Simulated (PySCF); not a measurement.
# BNH2ClF (SMILES NB(F)Cl): levels of theory compared

Wanted: a comparison of 5 runs (HF/3-21G, B3LYP/6-31G*, PBE0/6-31G*, PBE0/6-31+G*) of BNH2ClF. The job is set up through a Python script.

Program for the calculation: PySCF 2.14.0.

## 1. The structure to begin with

BNH2ClF has 6 atoms, charge 0, and is taken as a singlet. As SMILES, `NB(F)Cl`. Geometry: relaxed at PBE0-D4/def2-TZVP.

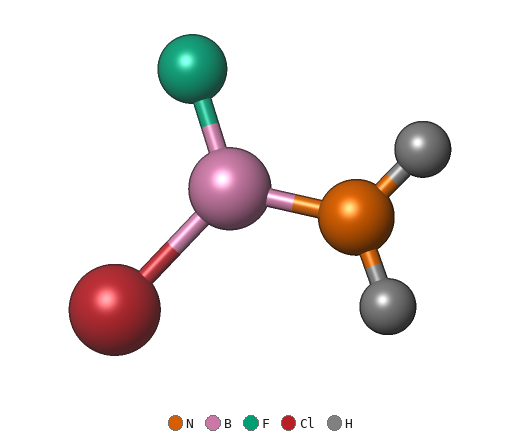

The structure, seen from a chosen angle (nitrogen orange, boron pink, fluorine teal, chlorine red, hydrogen grey).

## 2. Energy and forces at HF/3-21G (run 1)

File calc.py:

```python
from pyscf import gto, scf

mol = gto.M(
    atom=[
    ('N', (0.003800, 0.770700, 0.025500)),
    ('B', (0.054900, -0.615400, 0.062700)),
    ('F', (0.564800, -1.245700, 1.114600)),
    ('Cl', (-0.552600, -1.588800, -1.279200)),
    ('H', (-0.374400, 1.278900, -0.752600)),
    ('H', (0.345800, 1.336500, 0.782800)),
],
    basis='3-21g',
    spin=0,
    max_memory=1860,
    verbose=3,
)

mf = scf.RHF(mol)
mf.conv_tol = 1e-10
mf.kernel()
if not mf.converged:
    mf = mf.newton().run(mf.mo_coeff, mf.mo_occ)

e_final = mf.e_tot
print(f'total energy: {e_final:.8f} hartree')
grad = mf.nuc_grad_method().kernel()
mf.analyze()
```

Command:

```console
$ OMP_NUM_THREADS=1 python calc.py
```

The program printed:

```text
converged SCF energy = -636.221860508527
total energy: -636.22186051 hartree
--------------- RHF gradients ---------------
         x                y                z
0 N     0.0017139422    -0.0081216353     0.0031921494
1 B     0.0001334315    -0.0181334180    -0.0006574043
2 F    -0.0088053616     0.0112200431    -0.0181481329
3 Cl     0.0073230557     0.0107081126     0.0161351540
4 H    -0.0016320983     0.0009868726    -0.0034168994
5 H     0.0012670305     0.0033400250     0.0028951331
----------------------------------------------
**** MO energy ****
MO #1   energy= -104.094505248772  occ= 2
MO #2   energy= -26.1850818292593  occ= 2
MO #3   energy= -15.5068594497428  occ= 2
MO #4   energy= -10.4921099164382  occ= 2
MO #5   energy= -7.95534770481683  occ= 2
MO #6   energy= -7.95159544819923  occ= 2
MO #7   energy= -7.95140502734342  occ= 2
MO #8   energy= -7.69481727285836  occ= 2
MO #9   energy= -1.61449371946924  occ= 2
MO #10  energy= -1.19836438396743  occ= 2
MO #11  energy= -1.11274794065001  occ= 2
MO #12  energy= -0.778560872440228 occ= 2
MO #13  energy= -0.720171814368155 occ= 2
MO #14  energy= -0.716792815779052 occ= 2
MO #15  energy= -0.676550433116816 occ= 2
MO #16  energy= -0.644327312521255 occ= 2
MO #17  energy= -0.537824850978146 occ= 2
MO #18  energy= -0.497492444492594 occ= 2
MO #19  energy= -0.465845575765643 occ= 2
MO #20  energy= -0.44367286821879  occ= 2
MO #21  energy= 0.199366340120197  occ= 0
MO #22  energy= 0.246121768819776  occ= 0
MO #23  energy= 0.281115620880796  occ= 0
MO #24  energy= 0.316661610667581  occ= 0
MO #25  energy= 0.392395051549851  occ= 0
MO #26  energy= 0.475311544765416  occ= 0
MO #27  energy= 0.611328227120238  occ= 0
MO #28  energy= 0.663294308064291  occ= 0
MO #29  energy= 0.788445372456235  occ= 0
MO #30  energy= 0.821375570666327  occ= 0
MO #31  energy= 0.840910799854508  occ= 0
MO #32  energy= 0.860214330946822  occ= 0
MO #33  energy= 0.908400594738969  occ= 0
MO #34  energy= 1.02781469035306   occ= 0
MO #35  energy= 1.19611228581818   occ= 0
MO #36  energy= 1.36644333176246   occ= 0
MO #37  energy= 1.41642166746886   occ= 0
MO #38  energy= 1.6069818145739    occ= 0
MO #39  energy= 1.72732890315358   occ= 0
MO #40  energy= 2.30197645143564   occ= 0
MO #41  energy= 2.42094456340268   occ= 0
MO #42  energy= 2.46187256983279   occ= 0
MO #43  energy= 2.77768526905841   occ= 0
MO #44  energy= 4.08356483830876   occ= 0
 ** Mulliken atomic charges  **
charge of    0N =     -0.46465
charge of    1B =      0.44660
charge of    2F =     -0.29841
charge of    3Cl =     -0.16018
charge of    4H =      0.23896
charge of    5H =      0.23767
Dipole moment(X, Y, Z, Debye):  0.17240,  3.67006,  0.55712
```

Run time: 1.6 s. Hardware: 1 thread of Intel Xeon at 2.70GHz, shared host; peak memory 0.12 GiB.

## 3. Energy and forces at B3LYP/6-31G(d) (spherical functions) (run 2)

File run.py:

```python
# NB(F)Cl
from pyscf import gto, dft

system = gto.Mole()
system.atom = '''
N      0.003800     0.770700     0.025500
B      0.054900    -0.615400     0.062700
F      0.564800    -1.245700     1.114600
Cl    -0.552600    -1.588800    -1.279200
H     -0.374400     1.278900    -0.752600
H      0.345800     1.336500     0.782800
'''
system.max_memory = 1860
system.basis = '6-31g*'
system.charge = 0
system.verbose = 4
system.build()

myscf = dft.RKS(system)
myscf.xc = 'b3lyp'
myscf.grids.level = 5
myscf.conv_tol = 1e-10
myscf.kernel()
if not myscf.converged:
    myscf = myscf.newton().run(myscf.mo_coeff, myscf.mo_occ)

e_tot = myscf.e_tot
print('E = %.10f Eh' % e_tot)
grad = myscf.nuc_grad_method().kernel()
myscf.analyze()
```

Command:

```console
$ OMP_NUM_THREADS=1 python run.py
```

The program printed:

```text
PySCF version 2.14.0

[... 74 lines left out ...]
converged SCF energy = -640.987922110829
[... 23 lines left out ...]
MO #1   energy= -101.512685090466  occ= 2
[... 6 lines left out ...]
MO #8   energy= -6.83930833673088  occ= 2
[... 6 lines left out ...]
MO #15  energy= -0.453297555082131 occ= 2
[... 6 lines left out ...]
MO #22  energy= 0.0727712201149004 occ= 0
[... 6 lines left out ...]
MO #29  energy= 0.443379091461675  occ= 0
[... 6 lines left out ...]
MO #36  energy= 0.733726366619159  occ= 0
[... 6 lines left out ...]
MO #43  energy= 1.02745141846693   occ= 0
[... 6 lines left out ...]
MO #50  energy= 1.51380281538029   occ= 0
[... 6 lines left out ...]
MO #57  energy= 2.06879658215414   occ= 0
[... 6 lines left out ...]
MO #64  energy= 3.15132970610689   occ= 0
[... 34 lines left out ...]
pop of  2 F 2py           1.87463
pop of  2 F 2pz           1.78176
pop of  2 F 3px           0.00083
pop of  2 F 3py           0.00181
pop of  2 F 3pz           0.00076
pop of  2 F 3dxy          0.00120
pop of  2 F 3dyz          0.00368
pop of  2 F 3dz^2         0.00262
pop of  2 F 3dxz          0.00276
pop of  2 F 3dx2-y2       0.00066
pop of  3 Cl 1s           2.00000
pop of  3 Cl 2s           1.99985
pop of  3 Cl 3s           1.81433
pop of  3 Cl 4s           0.00532
pop of  3 Cl 2px          1.99995
pop of  3 Cl 2py          1.99994
pop of  3 Cl 2pz          1.99993
pop of  3 Cl 3px          1.83674
pop of  3 Cl 3py          1.79323
pop of  3 Cl 3pz          1.65158
pop of  3 Cl 4px          0.00169
pop of  3 Cl 4py          0.00300
pop of  3 Cl 4pz          0.00477
pop of  3 Cl 3dxy         0.00132
pop of  3 Cl 3dyz         0.00421
pop of  3 Cl 3dz^2        0.00190
pop of  3 Cl 3dxz         0.00199
pop of  3 Cl 3dx2-y2      0.00070
pop of  4 H 1s            0.74482
pop of  4 H 2s            0.01382
pop of  5 H 1s            0.74818
pop of  5 H 2s            0.01395
 ** Mulliken atomic charges  **
charge of    0N =     -0.43261
charge of    1B =      0.34776
charge of    2F =     -0.27392
charge of    3Cl =     -0.12046
charge of    4H =      0.24136
charge of    5H =      0.23787
Dipole moment(X, Y, Z, Debye):  0.09195,  3.00373,  0.35146
```

It took 23 s on 1 thread of Intel Xeon at 2.70GHz, shared host; peak memory 0.64 GiB.

## 4. Energy and forces at PBE0/6-31G(d) (spherical functions) (run 3)

File job.py:

```python
import pyscf.grad
from pyscf import gto, dft

mol = gto.M(
    atom='''
N    0.003800   0.770700   0.025500
B    0.054900  -0.615400   0.062700
F    0.564800  -1.245700   1.114600
Cl  -0.552600  -1.588800  -1.279200
H   -0.374400   1.278900  -0.752600
H    0.345800   1.336500   0.782800
''',
    verbose=3,
    basis='6-31g*',
    spin=0,
    max_memory=1860,
)

calc0 = dft.RKS(mol)
calc0.xc = 'pbe0'
calc0.conv_tol = 1e-10
calc0.grids.level = 5
calc0.kernel()
if not calc0.converged:
    calc0 = calc0.newton().run(calc0.mo_coeff, calc0.mo_occ)

e_final = calc0.e_tot
print('Final energy', e_final)
grad = calc0.Gradients().kernel()
calc0.analyze()
```

Command:

```console
$ OMP_NUM_THREADS=1 python job.py
```

The program printed:

```text
converged SCF energy = -640.629315519546
Final energy -640.6293155195463
--------------- RKS gradients ---------------
         x                y                z
0 N     0.0006595825    -0.0000975153     0.0013923903
1 B    -0.0008404645     0.0017122905    -0.0017122162
2 F    -0.0009855419     0.0014259223    -0.0020171204
3 Cl     0.0010076062     0.0007592351     0.0021969412
4 H     0.0011855524    -0.0022424300     0.0024005141
5 H    -0.0010334512    -0.0015565678    -0.0022647752
----------------------------------------------
**** MO energy ****
MO #1   energy= -101.685941144755  occ= 2
MO #2   energy= -24.7797839013333  occ= 2
MO #3   energy= -14.4037878939243  occ= 2
MO #4   energy= -9.51859582380291  occ= 2
MO #5   energy= -7.2513267074605   occ= 2
MO #6   energy= -7.24567206165577  occ= 2
MO #7   energy= -7.24476266948524  occ= 2
MO #8   energy= -6.87113808381256  occ= 2
MO #9   energy= -1.23712638142532  occ= 2
MO #10  energy= -0.91680417427083  occ= 2
MO #11  energy= -0.847615420962274 occ= 2
MO #12  energy= -0.577187296353481 occ= 2
MO #13  energy= -0.549844757938489 occ= 2
MO #14  energy= -0.520700377005697 occ= 2
MO #15  energy= -0.46930102909346  occ= 2
MO #16  energy= -0.462322156002784 occ= 2
MO #17  energy= -0.394633792173806 occ= 2
MO #18  energy= -0.353282888996604 occ= 2
MO #19  energy= -0.330851501695982 occ= 2
MO #20  energy= -0.305732957131307 occ= 2
MO #21  energy= 0.0535082920141718 occ= 0
MO #22  energy= 0.0872749380882629 occ= 0
MO #23  energy= 0.116521166955356  occ= 0
MO #24  energy= 0.1508963078765    occ= 0
MO #25  energy= 0.217086815968059  occ= 0
MO #26  energy= 0.302551052131581  occ= 0
MO #27  energy= 0.382150304561509  occ= 0
MO #28  energy= 0.426562136168603  occ= 0
MO #29  energy= 0.459955156830364  occ= 0
MO #30  energy= 0.47732335038625   occ= 0
MO #31  energy= 0.504915187826597  occ= 0
MO #32  energy= 0.530114156915527  occ= 0
MO #33  energy= 0.569999108079883  occ= 0
MO #34  energy= 0.672059687530267  occ= 0
MO #35  energy= 0.747488146672144  occ= 0
MO #36  energy= 0.749536939875699  occ= 0
MO #37  energy= 0.827619184027459  occ= 0
MO #38  energy= 0.863992107042365  occ= 0
MO #39  energy= 0.88258747383985   occ= 0
MO #40  energy= 0.890309216193085  occ= 0
MO #41  energy= 0.925176540880674  occ= 0
MO #42  energy= 0.954409180758318  occ= 0
MO #43  energy= 1.04512199598692   occ= 0
MO #44  energy= 1.12730004005682   occ= 0
MO #45  energy= 1.18668201875134   occ= 0
MO #46  energy= 1.25072404793292   occ= 0
MO #47  energy= 1.33600573161221   occ= 0
MO #48  energy= 1.34519166407119   occ= 0
MO #49  energy= 1.36488661296108   occ= 0
MO #50  energy= 1.53678563288086   occ= 0
MO #51  energy= 1.62683678351912   occ= 0
MO #52  energy= 1.68207288463343   occ= 0
MO #53  energy= 1.69631692259198   occ= 0
MO #54  energy= 1.81655234129897   occ= 0
MO #55  energy= 1.84602124283298   occ= 0
MO #56  energy= 1.9521938530434    occ= 0
MO #57  energy= 2.08827400195675   occ= 0
MO #58  energy= 2.17074764965869   occ= 0
MO #59  energy= 2.21978757775047   occ= 0
MO #60  energy= 2.38598068514937   occ= 0
MO #61  energy= 2.39016092374183   occ= 0
MO #62  energy= 2.57097736708981   occ= 0
MO #63  energy= 2.810854222746     occ= 0
MO #64  energy= 3.17494015187576   occ= 0
 ** Mulliken atomic charges  **
charge of    0N =     -0.43921
charge of    1B =      0.34143
charge of    2F =     -0.27452
charge of    3Cl =     -0.11862
charge of    4H =      0.24703
charge of    5H =      0.24389
Dipole moment(X, Y, Z, Debye):  0.09261,  3.04194,  0.35487
```

It took 21 s on 1 thread of Intel Xeon at 2.70GHz, shared host; peak memory 0.64 GiB.

Run 4 isn't shown in full; the table further down has it.

## 5. Energy and forces at PBE0/6-31+G(d) (spherical functions) (run 5)

File run.py:

```python
# NB(F)Cl
from pyscf import gto, dft

molecule = gto.M(
    atom='''
N      0.007181     1.456412     0.048188
B      0.103746    -1.162937     0.118486
F      1.067317    -2.354032     2.106289
Cl    -1.044263    -3.002397    -2.417338
H     -0.707513     2.416771    -1.422208
H      0.653467     2.525619     1.479278
''',
    charge=0,
    basis='6-31+g*',
    max_memory=1860,
    unit='bohr',
    verbose=4,
)

calc0 = dft.RKS(molecule)
calc0.xc = 'pbe0'
calc0.conv_tol = 1e-10
calc0.grids.level = 5
calc0.kernel()
if not calc0.converged:
    calc0 = calc0.newton().run(calc0.mo_coeff, calc0.mo_occ)

etot = calc0.e_tot
print('E(%s) = %.9f' % ('PBE0', etot))
grad = calc0.nuc_grad_method().kernel()
calc0.analyze()
```

Command:

```console
$ OMP_NUM_THREADS=1 python run.py
```

The program printed:

```text
PySCF version 2.14.0

[... 94 lines left out ...]
DFT Exchange-Correlation Energy =      -50.186308421537191
[... 9 lines left out ...]
MO #8   energy= -6.88350566143721  occ= 2
[... 7 lines left out ...]
MO #16  energy= -0.475430337696785 occ= 2
[... 7 lines left out ...]
MO #24  energy= 0.0405502021391979 occ= 0
[... 7 lines left out ...]
MO #32  energy= 0.154568968757437  occ= 0
[... 7 lines left out ...]
MO #40  energy= 0.358988876868363  occ= 0
[... 7 lines left out ...]
MO #48  energy= 0.682105498297093  occ= 0
[... 7 lines left out ...]
MO #56  energy= 1.01716011949637   occ= 0
[... 7 lines left out ...]
MO #64  energy= 1.55879635500961   occ= 0
[... 7 lines left out ...]
MO #72  energy= 1.97491360695338   occ= 0
[... 7 lines left out ...]
MO #80  energy= 3.25268392959436   occ= 0
[... 50 lines left out ...]
pop of  2 F 4pz           0.00110
pop of  2 F 3dxy          0.00115
pop of  2 F 3dyz          0.00329
pop of  2 F 3dz^2         0.00255
pop of  2 F 3dxz          0.00256
pop of  2 F 3dx2-y2       0.00072
pop of  3 Cl 1s           2.00000
pop of  3 Cl 2s           1.99987
pop of  3 Cl 3s           1.81373
pop of  3 Cl 4s           0.00583
pop of  3 Cl 5s           0.00065
pop of  3 Cl 2px          1.99996
pop of  3 Cl 2py          1.99995
pop of  3 Cl 2pz          1.99994
pop of  3 Cl 3px          1.83463
pop of  3 Cl 3py          1.79264
pop of  3 Cl 3pz          1.65412
pop of  3 Cl 4px          0.00212
pop of  3 Cl 4py          0.00322
pop of  3 Cl 4pz          0.00423
pop of  3 Cl 5px          0.00062
pop of  3 Cl 5py          0.00061
pop of  3 Cl 5pz          0.00076
pop of  3 Cl 3dxy         0.00133
pop of  3 Cl 3dyz         0.00408
pop of  3 Cl 3dz^2        0.00197
pop of  3 Cl 3dxz         0.00198
pop of  3 Cl 3dx2-y2      0.00077
pop of  4 H 1s            0.73210
pop of  4 H 2s            0.01410
pop of  5 H 1s            0.73531
pop of  5 H 2s            0.01408
 ** Mulliken atomic charges  **
charge of    0N =     -0.46645
charge of    1B =      0.39130
charge of    2F =     -0.30625
charge of    3Cl =     -0.12301
charge of    4H =      0.25380
charge of    5H =      0.25061
Dipole moment(X, Y, Z, Debye): -0.02222,  2.96690,  0.10683
```

Wall time 29 s (1 thread of Intel Xeon at 2.70GHz, shared host); peak memory 0.78 GiB.

## 6. The series

```csv
run,level,integration grid,Cartesian functions,energy (Eh),dipole moment (D),HOMO energy (eV),LUMO energy (eV),wall time
1,HF/3-21G,–,no,-636.221861,3.72,-12.07,5.43,1.6 s
2,B3LYP/6-31G* (spherical functions),5,no,-640.987922,3.03,-7.98,1.27,23 s
3,PBE0/6-31G* (spherical functions),5,no,-640.629316,3.06,-8.32,1.46,21 s
4,B3LYP/6-31G* (Cartesian functions),5,yes,-640.993839,3.02,-7.99,1.27,22 s
5,PBE0/6-31+G* (spherical functions),5,no,-640.643298,2.97,-8.62,-0.18,29 s
```

## 7. What came out

| quantity | value |
| --- | --- |
| run 5: total energy | -640.64330 Eh |
| run 5: dipole moment | 2.97 D |
| run 5: HOMO energy | -8.62 eV |
| run 5: LUMO energy | -0.18 eV |
| run 5: HOMO–LUMO gap | 8.44 eV |
| run 5: largest force on an atom | 0.392 eV/Å |

The dipole moment (its size) runs from 2.97 D (PBE0/6-31+G*) to 3.72 D (HF/3-21G). The two ends differ in method and basis. The HOMO–LUMO gap runs from 8.44 eV (PBE0/6-31+G*) to 17.50 eV (HF/3-21G). Totals of different functionals can't be ranked against each other. All runs together took 96 s, the longest 29 s.
